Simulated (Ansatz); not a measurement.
# AlClFH3O: two geometries relaxed, part 2 of 2

Aim: relax the geometries before and after the reaction (ligand exchange), and see whether they are two minima and how far apart in energy. Meant to form: Al1–O5, H7–F2; to break: Al1–F2, H7–O5. The start is a guess near the saddle point, from which both ends are pulled out.

Ansatz 0.2.0; RKS PBE-D4/cc-pVDZ. Earlier steps stand in the parts before.

### Step 4. Pulling towards end B

Springs on the bonds that form and break draw the guess towards this end; the thresholds are loose.

The input, input.yaml:

```yaml
crystal:
  periodic: [false, false, false]
  atoms:
    - { symbol: Al, position_ang: [0.0, 0.0, 0.0] }
    - { symbol: F, position_ang: [0.0, 0.0, 2.04] }
    - { symbol: Cl, position_ang: [1.9312, 0.0, -1.115] }
    - { symbol: H, position_ang: [-1.351, 0.0, -0.78] }
    - { symbol: O, position_ang: [0.4375, -1.9248, 0.6559] }
    - { symbol: H, position_ang: [-0.1954, -2.5811, 0.2213] }
    - { symbol: H, position_ang: [0.2647, -1.1647, 1.752] }
basis:
  gaussian: { orbitals: cc-pVDZ }
hamiltonian:
  xc: pbe
  dispersion: d4
relax:
  f_tol: 0.15
  max_steps: 25
  restrain:
    - { distance: [0, 4], at: 1.78, k: 30.0 }
    - { distance: [6, 1], at: 0.92, k: 30.0 }
    - { distance: [0, 1], at: 2.89, k: 30.0 }
    - { distance: [6, 4], at: 2.21, k: 30.0 }
output:
  orbitals: {}
```

The run is started by

```console
$ ansatz run input.yaml --threads 1 --pin off --max-ram 2048MiB --backend cpu --events-out ev --progress --plain --runs-dir out
```

Standard output:

```text
Warning: RAYON_NUM_THREADS=1 ignored (pool sized by the plan → 1); use --threads N
The last accepted step is kept in <dir> (removed where the run ends without a failure and the disk answers)
Engine: ansatz 0.2.0, x86_64-unknown-linux-gnu
Functional definition: PBE
  parameter kappa = 0.804
  parameter beta = 0.06672455060314922
  exchange = pbe_x(kappa = kappa, mu = beta*pi^2/3)
  correlation = pbe_c(beta = beta)
962 factors; their error is unknown
mean field evaluation 1: about -23915.6310 eV, gradient 5.7e1 eV
mean field evaluation 2: about -23833.2732 eV, gradient 1.6e2 eV
mean field evaluation 4: about -23921.2173 eV, gradient 1.6e1 eV
mean field evaluation 8: about -23921.7210 eV, gradient 9.6e-2 eV
mean field evaluation 16: about -23921.6612 eV, gradient 1.3e-5 eV
mean field -23921.66118516 eV, -879.1048338701 hartree, gradient 1.3e-5 eV, S^2 0.000000; 0 other end points of the search recorded, 0 dependent functions left out
the calculation of the forces begins
reference -23921.66122531 eV, -879.1048353457 hartree; 25, 25 occupied and 54, 54 virtual orbitals, 962 factors
relax step   1: F+E_penalty+E_count = -23921.78013949 eV  Δ(F+E_penalty+E_count) = +0.000e0 eV  max|allowed force component| = 2.581e0 eV/Å  E_restraint = 24.83960932 eV  max|allowed force component, restraints' pulls added| = 2.376e1 eV/Å  Δτ_max = 0.0000 Å  (26 SCF iters, accepted)
  distance Al 0 - O 4 = 2.0800 Å
  distance H 6 - F 1 = 1.2286 Å
  distance Al 0 - F 1 = 2.0400 Å
  distance H 6 - O 4 = 1.3450 Å
these checks for a lower state are left out or cut short: starts, cluster_reference, orbital_swaps, neighbouring_geometries, increment
962 factors; their error is unknown
mean field -23921.50162478 eV, -879.0989701345 hartree, gradient 1.7e-5 eV, S^2 0.000000; 0 other end points of the search recorded, 0 dependent functions left out
the calculation of the forces begins
reference -23921.50166563 eV, -879.0989716356 hartree; 25, 25 occupied and 54, 54 virtual orbitals, 962 factors
relax step   2: F+E_penalty+E_count = -23921.61973425 eV  Δ(F+E_penalty+E_count) = +1.604e-1 eV  max|allowed force component| = 2.820e0 eV/Å  E_restraint = 9.51066417 eV  max|allowed force component, restraints' pulls added| = 1.501e1 eV/Å  Δτ_max = 0.1949 Å  (33 SCF iters, accepted)
  distance Al 0 - O 4 = 1.9582 Å
  distance H 6 - F 1 = 1.0863 Å
  distance Al 0 - F 1 = 2.3617 Å
  distance H 6 - O 4 = 1.6664 Å
these checks for a lower state are left out or cut short: starts, cluster_reference, orbital_swaps, neighbouring_geometries, increment
962 factors; their error is unknown
mean field evaluation 32: about -23921.5603 eV, gradient 2.6e-5 eV
mean field -23921.56027758 eV, -879.1011255851 hartree, gradient 2.6e-5 eV, S^2 0.000000; 0 other end points of the search recorded, 0 dependent functions left out
the calculation of the forces begins
reference -23921.56031861 eV, -879.1011270930 hartree; 25, 25 occupied and 54, 54 virtual orbitals, 962 factors
relax step   3: F+E_penalty+E_count = -23921.67704656 eV  Δ(F+E_penalty+E_count) = -5.731e-2 eV  max|allowed force component| = 2.394e0 eV/Å  E_restraint = 1.83788664 eV  max|allowed force component, restraints' pulls added| = 6.788e0 eV/Å  Δτ_max = 0.1947 Å  (31 SCF iters, accepted)
  distance Al 0 - O 4 = 1.8482 Å
  distance H 6 - F 1 = 0.9483 Å
  distance Al 0 - F 1 = 2.6368 Å
  distance H 6 - O 4 = 1.9798 Å
these checks for a lower state are left out or cut short: starts, cluster_reference, orbital_swaps, neighbouring_geometries, increment
962 factors; their error is unknown
mean field -23921.73811571 eV, -879.1076610160 hartree, gradient 7.0e-6 eV, S^2 0.000000; 0 other end points of the search recorded, 0 dependent functions left out
the calculation of the forces begins
reference -23921.73815693 eV, -879.1076625306 hartree; 25, 25 occupied and 54, 54 virtual orbitals, 962 factors
relax step   4: F+E_penalty+E_count = -23921.85177810 eV  Δ(F+E_penalty+E_count) = -1.747e-1 eV  max|allowed force component| = 1.313e0 eV/Å  E_restraint = 0.02486229 eV  max|allowed force component, restraints' pulls added| = 1.021e0 eV/Å  Δτ_max = 0.1903 Å  (27 SCF iters, accepted)
  distance Al 0 - O 4 = 1.7696 Å
  distance H 6 - F 1 = 0.9265 Å
  distance Al 0 - F 1 = 2.8592 Å
  distance H 6 - O 4 = 2.1863 Å
these checks for a lower state are left out or cut short: starts, cluster_reference, orbital_swaps, neighbouring_geometries, increment
962 factors; their error is unknown
mean field -23921.82163573 eV, -879.1107303201 hartree, gradient 8.2e-5 eV, S^2 0.000000; 0 other end points of the search recorded, 0 dependent functions left out
the calculation of the forces begins
reference -23921.82167686 eV, -879.1107318314 hartree; 25, 25 occupied and 54, 54 virtual orbitals, 962 factors
relax step   5: F+E_penalty+E_count = -23921.93525482 eV  Δ(F+E_penalty+E_count) = -8.348e-2 eV  max|allowed force component| = 7.988e-1 eV/Å  E_restraint = 0.02001278 eV  max|allowed force component, restraints' pulls added| = 6.673e-1 eV/Å  Δτ_max = 0.1842 Å  (29 SCF iters, accepted)
  distance Al 0 - O 4 = 1.7756 Å
  distance H 6 - F 1 = 0.9389 Å
  distance Al 0 - F 1 = 2.8656 Å
  distance H 6 - O 4 = 2.1910 Å
these checks for a lower state are left out or cut short: starts, cluster_reference, orbital_swaps, neighbouring_geometries, increment
962 factors; their error is unknown
mean field -23921.91016823 eV, -879.1139838292 hartree, gradient 2.1e-5 eV, S^2 0.000000; 0 other end points of the search recorded, 0 dependent functions left out
the calculation of the forces begins
reference -23921.91020915 eV, -879.1139853331 hartree; 25, 25 occupied and 54, 54 virtual orbitals, 962 factors
relax step   6: F+E_penalty+E_count = -23922.02255235 eV  Δ(F+E_penalty+E_count) = -8.730e-2 eV  max|allowed force component| = 4.823e-1 eV/Å  E_restraint = 0.02368872 eV  max|allowed force component, restraints' pulls added| = 1.466e0 eV/Å  Δτ_max = 0.1526 Å  (27 SCF iters, accepted)
  distance Al 0 - O 4 = 1.7750 Å
  distance H 6 - F 1 = 0.9580 Å
  distance Al 0 - F 1 = 2.8891 Å
  distance H 6 - O 4 = 2.2205 Å
these checks for a lower state are left out or cut short: starts, cluster_reference, orbital_swaps, neighbouring_geometries, increment
962 factors; their error is unknown
mean field -23921.95672153 eV, -879.1156946317 hartree, gradient 1.9e-5 eV, S^2 0.000000; 0 other end points of the search recorded, 0 dependent functions left out
the calculation of the forces begins
reference -23921.95676237 eV, -879.1156961324 hartree; 25, 25 occupied and 54, 54 virtual orbitals, 962 factors
relax step   7: F+E_penalty+E_count = -23922.06990829 eV  Δ(F+E_penalty+E_count) = -4.736e-2 eV  max|allowed force component| = 4.657e-1 eV/Å  E_restraint = 0.01173965 eV  max|allowed force component, restraints' pulls added| = 2.898e-1 eV/Å  Δτ_max = 0.2000 Å  (28 SCF iters, accepted)
  distance Al 0 - O 4 = 1.7698 Å
  distance H 6 - F 1 = 0.9407 Å
  distance Al 0 - F 1 = 2.8763 Å
  distance H 6 - O 4 = 2.2020 Å
these checks for a lower state are left out or cut short: starts, cluster_reference, orbital_swaps, neighbouring_geometries, increment
962 factors; their error is unknown
mean field evaluation 64: about -23921.9465 eV, gradient 1.9e-5 eV
mean field -23921.94652687 eV, -879.1153199846 hartree, gradient 7.3e-6 eV, S^2 0.000000; 0 other end points of the search recorded, 0 dependent functions left out
the calculation of the forces begins
reference -23921.94656759 eV, -879.1153214811 hartree; 25, 25 occupied and 54, 54 virtual orbitals, 962 factors
relax step   8: F+E_penalty+E_count = -23922.05961138 eV  Δ(F+E_penalty+E_count) = +1.030e-2 eV  max|allowed force component| = 9.003e-1 eV/Å  E_restraint = 0.00970774 eV  max|allowed force component, restraints' pulls added| = 8.438e-1 eV/Å  Δτ_max = 0.0742 Å  (27 SCF iters, rejected (line search))
  distance Al 0 - O 4 = 1.7722 Å
  distance H 6 - F 1 = 0.9386 Å
  distance Al 0 - F 1 = 2.8767 Å
  distance H 6 - O 4 = 2.2022 Å
these checks for a lower state are left out or cut short: starts, cluster_reference, orbital_swaps, neighbouring_geometries, increment
962 factors; their error is unknown
mean field -23921.96247625 eV, -879.1159061137 hartree, gradient 8.4e-5 eV, S^2 0.000000; 0 other end points of the search recorded, 0 dependent functions left out
the calculation of the forces begins
reference -23921.96251710 eV, -879.1159076148 hartree; 25, 25 occupied and 54, 54 virtual orbitals, 962 factors
relax step   9: F+E_penalty+E_count = -23922.07553567 eV  Δ(F+E_penalty+E_count) = -5.627e-3 eV  max|allowed force component| = 5.171e-1 eV/Å  E_restraint = 0.01019735 eV  max|allowed force component, restraints' pulls added| = 1.367e-1 eV/Å  Δτ_max = 0.0371 Å  (25 SCF iters, accepted)
  distance Al 0 - O 4 = 1.7710 Å
  distance H 6 - F 1 = 0.9389 Å
  distance Al 0 - F 1 = 2.8765 Å
  distance H 6 - O 4 = 2.2024 Å
962 factors; their error is unknown
mean field -23921.96247625 eV, -879.1159061137 hartree, gradient 8.4e-5 eV, S^2 0.000000; 1 other end points of the search recorded, 0 dependent functions left out
the calculation of the forces begins
reference -23921.96251710 eV, -879.1159076148 hartree; 25, 25 occupied and 54, 54 virtual orbitals, 962 factors
Total energy: -23922.07557651 eV, -879.1200624717 hartree
Atom 0 at     0.101910    -0.514707    -0.506123 Å, force     0.084245    -0.064832     0.464977 eV/Å
Atom 1 at     0.110502    -0.052105     2.332919 Å, force    -0.122164     0.341434    -0.315953 eV/Å
Atom 2 at     1.930564     0.466251    -0.994282 Å, force    -0.009228    -0.024958     0.012777 eV/Å
Atom 3 at    -1.292280     0.073901    -0.974996 Å, force    -0.048450    -0.031693     0.003773 eV/Å
Atom 4 at     0.322922    -2.075624     0.300822 Å, force    -0.105513     0.224790     0.163633 eV/Å
Atom 5 at    -0.472047    -2.630611     0.430409 Å, force     0.072382     0.072376    -0.059827 eV/Å
Atom 6 at     0.385429    -0.937705     2.185450 Å, force     0.128728    -0.517116    -0.269380 eV/Å
Dipole moment:    -0.418992    -0.451569     0.057696 e Å
```

Wall time 18 s (1 thread of AMD EPYC 7R43 (Zen 3), shared host); peak memory 0.15 GiB.

Relaxation path:

| step | energy from step 1 (eV) | largest force component (eV/Å) |
| --- | --- | --- |
| 1 | 0.0000 | 2.5806 |
| 2 | 0.1604 | 2.8204 |
| 3 | 0.1031 | 2.3942 |
| 4 | -0.0716 | 1.3132 |
| 5 | -0.1551 | 0.7988 |
| 6 | -0.2424 | 0.4823 |
| 7 | -0.2898 | 0.4657 |
| 8x | -0.2795 | 0.9003 |
| 9 | -0.2954 | 0.5171 |

Step 1 is the start. 1 step was tried and not accepted (8; marked x where the table lists them). Energies and forces in the table leave out the springs, which the log lists apart; the run stops on the force with the springs' pull added.

After: Bond lengths: Al1–Cl3 2.132 Å, Al1–H4 1.584 Å, Al1–O5 1.771 Å, O5–H6 0.978 Å, F2–H7 0.939 Å. Angles: Cl3–Al1–H4 121.1°, Cl3–Al1–O5 113.8°, H4–Al1–O5 124.9°, Al1–O5–H6 117.3°.

Pairs that crossed the distance rule for bonds on the way: came closer F2–H7; moved apart Al1–F2.

### Step 5. End point B

It starts where the restrained run ended.

The input, input.yaml:

```yaml
crystal:
  periodic: [false, false, false]
  atoms:
    - { symbol: Al, position_ang: [0.10191, -0.514707, -0.506123] }
    - { symbol: F, position_ang: [0.110502, -0.052105, 2.332919] }
    - { symbol: Cl, position_ang: [1.930564, 0.466251, -0.994282] }
    - { symbol: H, position_ang: [-1.29228, 0.073901, -0.974996] }
    - { symbol: O, position_ang: [0.322922, -2.075624, 0.300822] }
    - { symbol: H, position_ang: [-0.472047, -2.630611, 0.430409] }
    - { symbol: H, position_ang: [0.385429, -0.937705, 2.18545] }
basis:
  gaussian: { orbitals: cc-pVDZ }
hamiltonian:
  xc: pbe
  dispersion: d4
relax:
  f_tol: 0.03
  max_steps: 50
```

The run is started by

```console
$ ansatz run input.yaml --threads 1 --pin off --max-ram 2048MiB --backend cpu --events-out ev --progress --plain --runs-dir out
```

Standard output (excerpt; [...] marks lines left out):

```text
Warning: RAYON_NUM_THREADS=1 ignored (pool sized by the plan → 1); use --threads N
[...]
[... 1 set-up line as earlier in the session ...]
[...]
962 factors; their error is unknown
[...]
mean field -23921.96248176 eV, -879.1159063162 hartree, gradient 4.0e-5 eV, S^2 0.000000; 0 other end points of the search recorded, 0 dependent functions left out
[...]
reference -23921.96252256 eV, -879.1159078155 hartree; 25, 25 occupied and 54, 54 virtual orbitals, 962 factors
relax step   1: F+E_penalty+E_count = -23922.07554117 eV  Δ(F+E_penalty+E_count) = +0.000e0 eV  max|allowed force component| = 5.171e-1 eV/Å  Δτ_max = 0.0000 Å  (25 SCF iters, accepted)
[...]
relax step   5: F+E_penalty+E_count = -23922.67484144 eV  Δ(F+E_penalty+E_count) = -8.480e-2 eV  max|allowed force component| = 8.365e-1 eV/Å  Δτ_max = 0.1145 Å  (33 SCF iters, accepted)
[...]
mean field -23923.25381229 eV, -879.1633618378 hartree, gradient 2.6e-5 eV, S^2 0.000000; 1 other end points of the search recorded, 0 dependent functions left out
[...]
reference -23923.25385386 eV, -879.1633633654 hartree; 25, 25 occupied and 54, 54 virtual orbitals, 962 factors
Total energy: -23923.37260536 eV, -879.1677274028 hartree
Atom 0 at     0.122395    -0.035309     0.051876 Å, force     0.005490     0.003173     0.000954 eV/Å
Atom 1 at     0.076111     0.410950     1.719255 Å, force     0.000996     0.002738    -0.000874 eV/Å
Atom 2 at     1.969207     0.382223    -0.963750 Å, force    -0.003988    -0.001216     0.002312 eV/Å
Atom 3 at    -1.245839    -0.062119    -0.762434 Å, force    -0.001465    -0.000180    -0.001049 eV/Å
Atom 4 at     0.318862    -1.977971     0.649933 Å, force    -0.003147    -0.001901    -0.010704 eV/Å
Atom 5 at    -0.467097    -2.529276     0.450536 Å, force     0.001962    -0.003535    -0.000787 eV/Å
Atom 6 at     0.313361    -1.859098     1.628782 Å, force     0.000153     0.000921     0.010148 eV/Å
Dipole moment:    -0.450154    -0.911708     0.280760 e Å
```

It took 36 s on 1 thread of AMD EPYC 7R43 (Zen 3), shared host; peak memory 0.16 GiB.

Step by step:

| step | energy from step 1 (eV) | largest force component (eV/Å) |
| --- | --- | --- |
| 1 | 0.0000 | 0.5171 |
| 2 | -0.1820 | 0.4822 |
| 3 | -0.3284 | 0.6410 |
| 4 | -0.5145 | 0.8121 |
| 5 | -0.5993 | 0.8365 |
| 6x | -0.5763 | 3.1714 |
| 7 | -0.6942 | 0.5396 |
| 8 | -0.8151 | 0.8214 |
| 9 | -1.0251 | 0.9070 |
| 10 | -1.0407 | 2.8155 |
| 11 | -1.1595 | 1.8587 |
| 12 | -1.2140 | 1.7584 |
| 13x | -1.2116 | 0.6241 |
| 14 | -1.2746 | 0.2625 |
| 15 | -1.2875 | 0.1937 |
| 16 | -1.2942 | 0.2767 |
| 17 | -1.2962 | 0.0795 |
| 18 | -1.2969 | 0.0372 |
| 19 | -1.2970 | 0.0107 |

Step 1 is the start. 2 steps were tried and not accepted (6, 13; marked x where the table lists them).

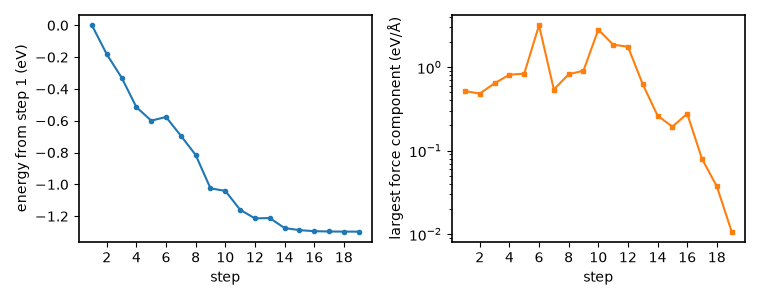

Energy and largest force along the relaxation.

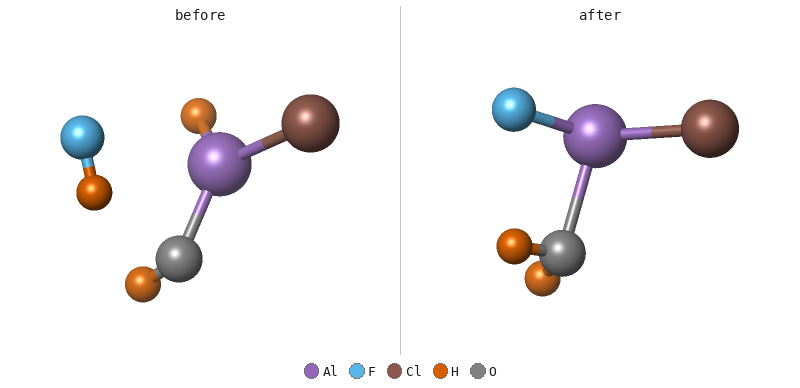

Before and after, at one scale.

After: Bond lengths: Al1–F2 1.727 Å, Al1–Cl3 2.149 Å, Al1–H4 1.592 Å, Al1–O5 2.042 Å, O5–H6 0.981 Å, O5–H7 0.986 Å. Angles: F2–Al1–Cl3 115.4°, F2–Al1–H4 118.4°, F2–Al1–O5 88.0°, Cl3–Al1–H4 120.0°, Cl3–Al1–O5 103.9°, H4–Al1–O5 102.5°, Al1–O5–H6 113.5°, Al1–O5–H7 100.1°, H6–O5–H7 105.4°.

Pairs that crossed the distance rule for bonds on the way: came closer Al1–F2, O5–H7; moved apart F2–H7.

### Step 6. Summary of results

What follows sums up all 2 parts.

```
                           quantity                     value
                              end A   8 moves, 0.684 eV lower
                              end B  16 moves, 1.297 eV lower
largest difference between the ends                    0.02 Å
            end B relative to end A                 -0.000 eV
```

In words: Both starts fell into the same minimum (no atom differs by more than 0.02 Å), so from this start no second minimum was found and no band was run; another arrangement could still be one.
